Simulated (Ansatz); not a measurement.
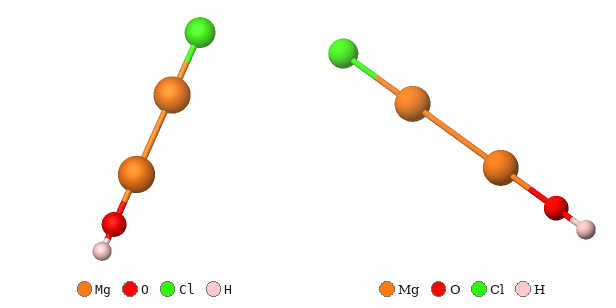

The same structure drawn twice, from different directions.

Computed geometry: PBE0-D4/def2-TZVP optimisation. No frequency run is at hand to confirm it as a minimum.

**Count the atoms of each element.**

ClHMg₂O, 5 atoms: 1 chlorine, 1 hydrogen, 2 magnesium and 1 oxygen.

**How many sets of symmetry-equivalent atoms are there?**

5: 1 Mg, 1 O, 1 Mg, 1 Cl, 1 H.

**How many bonds of each kind are drawn?**

1 Mg–O, 1 Mg–Mg, 1 Cl–Mg, 1 O–H. Sticks follow a distance rule.

**Give the symmetry (Schoenflies symbol).**

C∞v.

The parts below concern this one geometry. Atoms keep their numbers from picture to picture.

Shape

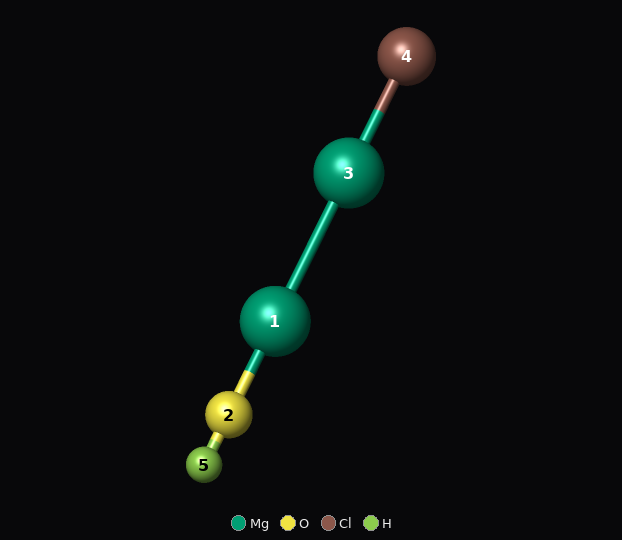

The atoms are numbered. No frequency run is at hand to confirm it as a minimum.

Give the bond lengths.

```csv
bond,length (Å)
Mg1–O2,1.763
Mg1–Mg3,2.803
O2–H5,0.947
Mg3–Cl4,2.203
```

Charges

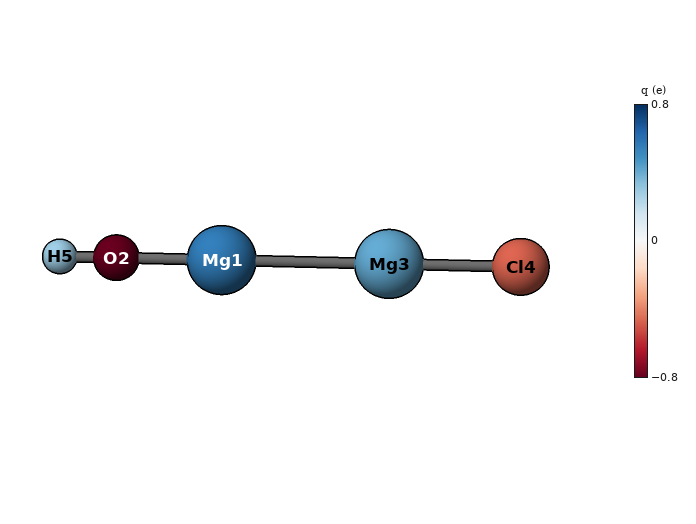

Atoms are coloured by their Mulliken charges. No frequency run is at hand to confirm it as a minimum. Properties computed with RKS PBE0-D4/def2-TZVP (Ansatz 0.2.0).

**Which atom carries the highest charge (most positive or least negative)?**

Mg1 (0.56 e).

**And the lowest?**

O2 (−0.80 e).

List the Mulliken charges.

```csv
atom,value (e)
Mg1,0.56
O2,−0.80
Mg3,0.42
Cl4,−0.47
H5,0.29
```

Electronic properties

No frequency run is at hand to confirm it as a minimum. Level of theory: RKS PBE0-D4/def2-TZVPP (Ansatz 0.2.0).

Predict the main results.

- HOMO energy (Kohn–Sham orbital): −6.78 eV
- LUMO energy (Kohn–Sham orbital): −1.59 eV
- HOMO–LUMO gap: 5.19 eV

Dipole moment

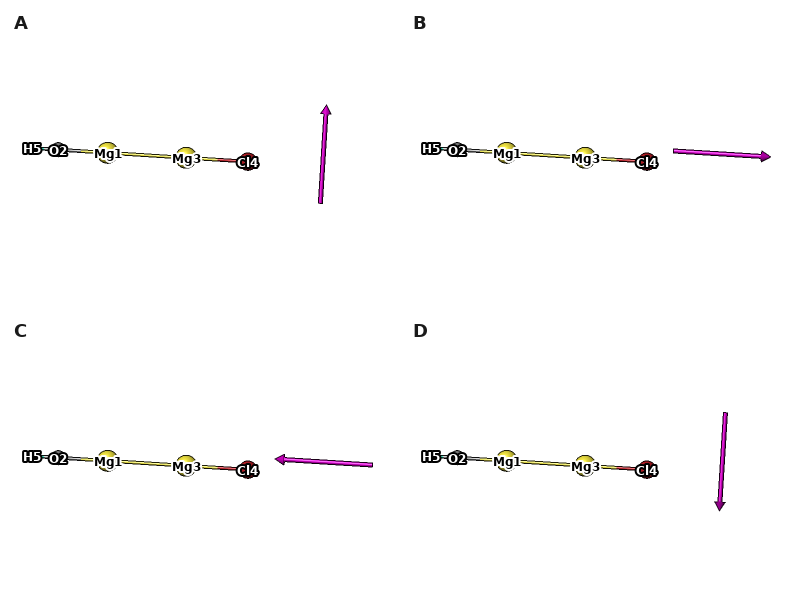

The same molecule four times, each with an arrow. No frequency run is at hand to confirm it as a minimum. Level of theory: RKS PBE0-D4/def2-TZVP (Ansatz 0.2.0).

**Which arrow points along the dipole moment, from the negative to the positive end?**

C. The dipole moment is 2.60 D; it points from the side of Cl4 to the side of H5 (the outermost atoms at the two ends).

Mulliken values depend strongly on the basis set and can even reverse the polarity of a bond.
